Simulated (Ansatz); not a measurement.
# H4O2Si: energy of protonation at one site

A script is to give the energy of protonation at one site; the system is H4O2Si. SMILES: O[SiH2]O.

Program: the Python package of Ansatz 0.2.0. Level of theory: Hartree-Fock/6-31G*. These are calculated values, not measurements.

### Step 1. Starting point

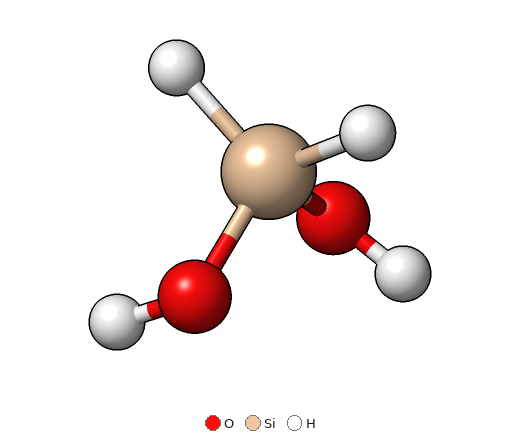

The structure that the script starts from, seen from a chosen angle (oxygen red, silicon light orange, hydrogen white).

The script holds or builds the structure itself.

### Step 2. Script

File pa_h4o2si.py:

```python
import warnings

import ansatz as az
from ase import Atoms
import numpy as np


def main() -> None:
    warnings.simplefilter('ignore', az.DeckWarning)

    atoms = Atoms(['O', 'Si', 'O', 'H', 'H', 'H', 'H'], positions=[
        (-1.3544, -0.2124, 0.2622),
        (0.1112, 0.4382, 0.0191),
        (1.0853, -0.8271, -0.3227),
        (-1.7448, -0.52, -0.5497),
        (0.0897, 1.3578, -1.1486),
        (0.5771, 1.1216, 1.2529),
        (1.2972, -1.4262, 0.4411),
    ])
    molecule = az.Crystal.molecule_from_ase(atoms)

    calc = molecule.calculation()
    calc = calc.basis(gaussian='6-31G*')
    calc = calc.functional('HF')
    symbols = [site.symbol for site in molecule.cartesian_sites]
    start = np.array([site.position_ang for site in molecule.cartesian_sites], dtype=float)
    summary = calc.relax(force_tolerance=0.01).run().report
    end = np.array(summary['positions_ang'])

    away = sum((end[0] - end[j]) / np.linalg.norm(end[0] - end[j]) for j in [1, 3]) + np.array([0.15, 0.1, -0.2])
    proton = end[0] + 1.0 * away / np.linalg.norm(away)
    acid = az.Crystal.molecule()
    for symbol, place in zip(symbols, end):
        acid = acid.atom(symbol, place.tolist())
    acid = acid.atom('H', proton.tolist())
    protonated = (
        acid.calculation()
        .basis(gaussian='6-31G*')
        .functional('HF')
        .charge(1)
        .relax(force_tolerance=0.01, max_steps=80)
    )
    after = protonated.run().report
    xyz = np.array(after['positions_ang'])
    reach = np.linalg.norm(xyz[:-1] - xyz[-1], axis=1)
    print(f'base {summary["free_energy_ev"]:.5f} eV, protonated {after["free_energy_ev"]:.5f} eV')
    print(f'the proton ends {reach.min():.3f} A from {symbols[reach.argmin()]}{reach.argmin()}')
    print(f'electronic proton affinity {23.060548 * (summary["free_energy_ev"] - after["free_energy_ev"]):.1f} kcal/mol')


if __name__ == '__main__':
    main()
```

### Step 3. The input behind the calls

The package turns the script's settings into the engine's input (first run):

```yaml
crystal:
  periodic: [false, false, false]
  atoms:
    - { symbol: O, position_ang: [-1.3544, -0.2124, 0.2622] }
    - { symbol: Si, position_ang: [0.1112, 0.4382, 0.0191] }
    - { symbol: O, position_ang: [1.0853, -0.8271, -0.3227] }
    - { symbol: H, position_ang: [-1.7448, -0.52, -0.5497] }
    - { symbol: H, position_ang: [0.0897, 1.3578, -1.1486] }
    - { symbol: H, position_ang: [0.5771, 1.1216, 1.2529] }
    - { symbol: H, position_ang: [1.2972, -1.4262, 0.4411] }
basis:
  gaussian:
    orbitals: "6-31G*"
hamiltonian:
  xc: hf
relax:
  f_tol: 0.01
```

### Step 4. Launch

Launch:

```
$ python pa_h4o2si.py
```

Without the output at hand: what should come out? Wanted: electronic proton affinity; moves of the relaxation of run 1; energy gained in run 1; last largest force component of run 1; moves of the relaxation of run 2; energy gained in run 2; last largest force component of run 2.

**Answer**, as computed:

| quantity | value |
| --- | --- |
| electronic proton affinity | 189.8 kcal/mol |
| runs compared | 2 |
| moves of the relaxation of run 1 | 6 |
| energy gained in run 1 | 0.178 eV |
| last largest force component of run 1 | 0.0023 eV/Å |
| moves of the relaxation of run 2 | 8 |
| energy gained in run 2 | 0.945 eV |
| last largest force component of run 2 | 0.0076 eV/Å |

In words: Run 1: After 6 moves the largest shift is 0.139 Å, of atom 4 (H). Run 2: The relaxation took 8 moves; the largest shift is 0.202 Å, of atom 2 (Si). What to keep in mind:
- The proton is put on one chosen atom, which needn't be the most basic site, so the molecule's proton affinity can be higher; the ends are stationary points, not checked by frequencies, and zero-point and thermal terms count only where printed.
